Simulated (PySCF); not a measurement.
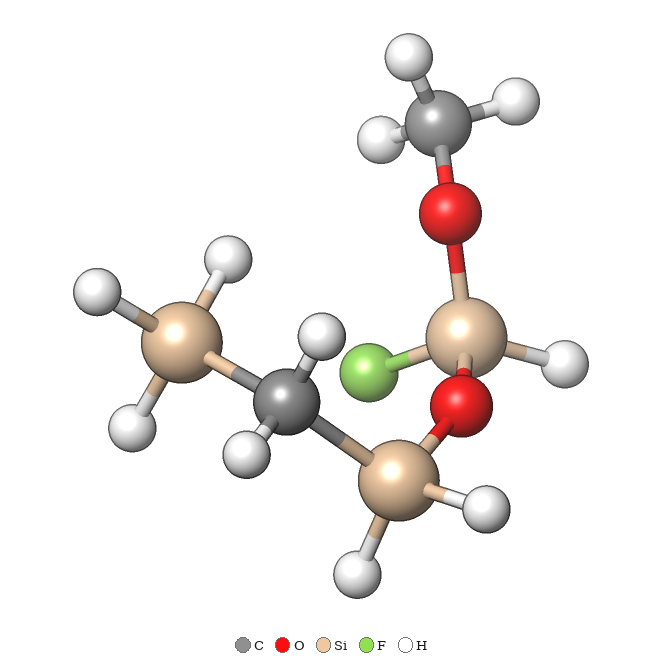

The geometry was computed by an optimisation with GFN2-xTB. No frequency run is at hand to confirm it as a minimum. Method: PBE0/pcSseg-1, gas phase (PySCF 2.14.0).

### Give the LUMO energy (Kohn–Sham orbital) at this level.

0.62 eV.

### Estimate the dipole moment.

1.31 D.

### What is the HOMO energy (Kohn–Sham orbital)?

−8.50 eV.

The geometry is semi-empirical. Around Si such bond lengths and angles can be off by a tenth of an ångström or more and by several degrees, and values that hang on the shape move with them.
